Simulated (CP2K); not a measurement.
Consider 3-cyanopyridine at its PBE geometry (Å).

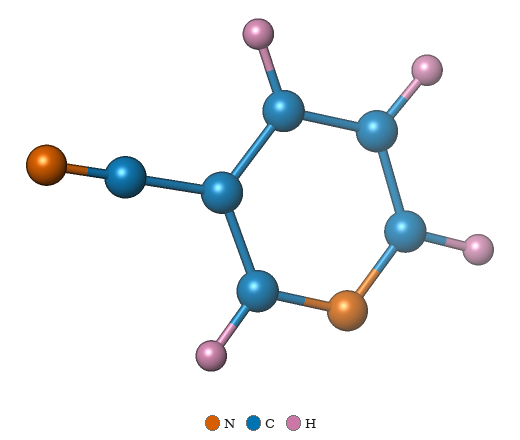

The molecule (nitrogen orange, carbon blue, hydrogen pink).

```xyz
12

N     3.5061    0.4391   -0.0805
C     2.3536    0.2577   -0.0507
C     0.9439    0.0265   -0.0180
C     0.0313    1.0950    0.0097
C    -1.3284    0.8011    0.0378
C    -1.7292   -0.5386    0.0338
N    -0.8700   -1.5746    0.0063
C     0.4372   -1.2900   -0.0178
H     0.3907    2.1229    0.0065
H    -2.0714    1.5971    0.0607
H    -2.7896   -0.7992    0.0534
H     1.1258   -2.1371   -0.0412
```

Method: CP2K XAS_TDP, all-electron GAPW, PBEh(45%), aug-cc-pVDZ, TDA, no relativity.

Question: Predict the bright core excitations at the C K edge.

Leading lines: C2 282.01 eV, C3 281.93 eV, C4 281.04 eV, C5 281.42 eV, C6 281.43 eV and C8 281.59 eV. The leading line of an atom is its first one with 35 % of the strongest within 2.5 eV of its lowest line over the strength cut. 

The first six lines of each atom with a strength over 0.0015:

| atom | energy (eV) | states | strength, one atom |
| --- | --- | --- | --- |
| C2 (bonded to C and N) | 282.01 | 1 | 0.0343 |
|  | 282.47 | 1 | 0.0558 |
|  | 285.46 | 1 | 0.0274 |
|  | 287.26 | 1 | 0.0022 |
|  | 288.08 | 1 | 0.0032 |
|  | 289.81 | 1 | 0.0030 |
| C3 (bonded to 3 C) | 281.93 | 1 | 0.0406 |
|  | 285.98 | 1 | 0.0069 |
|  | 286.69 | 1 | 0.0129 |
|  | 286.87 | 1 | 0.0028 |
|  | 287.02 | 1 | 0.0045 |
|  | 287.28 | 1 | 0.0024 |
| C4 (bonded to 2 C and H) | 281.04 | 1 | 0.0558 |
|  | 285.25 | 1 | 0.0133 |
|  | 286.25 | 1 | 0.0032 |
|  | 286.48 | 1 | 0.0061 |
|  | 286.85 | 1 | 0.0036 |
|  | 287.29 | 1 | 0.0015 |
| C5 (bonded to 2 C and H) | 281.42 | 1 | 0.0506 |
|  | 284.67 | 1 | 0.0127 |
|  | 285.96 | 1 | 0.0021 |
|  | 286.06 | 1 | 0.0017 |
|  | 286.26 | 1 | 0.0085 |
|  | 286.60 | 1 | 0.0017 |
| C6 (bonded to C, N and H) | 281.43 | 1 | 0.0558 |
|  | 285.64 | 1 | 0.0122 |
|  | 286.70 | 1 | 0.0040 |
|  | 287.23 | 1 | 0.0090 |
|  | 287.31 | 1 | 0.0017 |
|  | 287.42 | 1 | 0.0021 |
| C8 (bonded to C, N and H) | 281.59 | 1 | 0.0585 |
|  | 286.01 | 1 | 0.0127 |
|  | 286.69 | 1 | 0.0028 |
|  | 286.81 | 1 | 0.0056 |
|  | 287.42 | 2 | 0.0050 |
|  | 287.89 | 1 | 0.0023 |

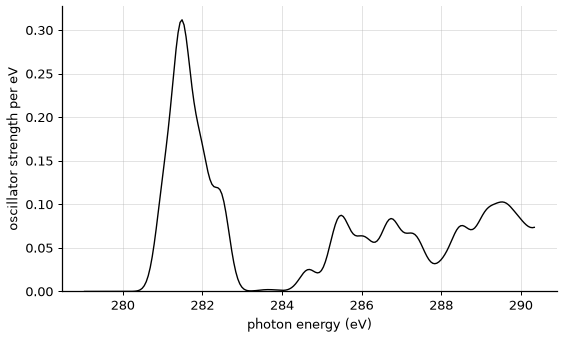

All atoms added, broadened by 0.5 eV.

Lines are vertical, at one geometry, with no vibrational structure. Without a correction of the core level, line positions, and the gaps between valence and Rydberg lines, follow the share of exact exchange. At this level such K lines come out 3 to 6 eV under measured ones. These values hold no scalar relativity, about 0.1 eV for C 1s. Rydberg lines, and the discretised continuum above threshold, depend on the basis and the box.

[Banner, clock and machine lines of the logs are left out without a mark of their own.]

[Logs are printed without paths, hosts, clocks, repeated set-up lines and the standing remarks that a program may print on its own settings, such as how far it seeks lower states.]

[Hosts, paths, dates, database ids (printed as entryN), source tags and the programs' standing remarks are cut or masked in the printed files.]
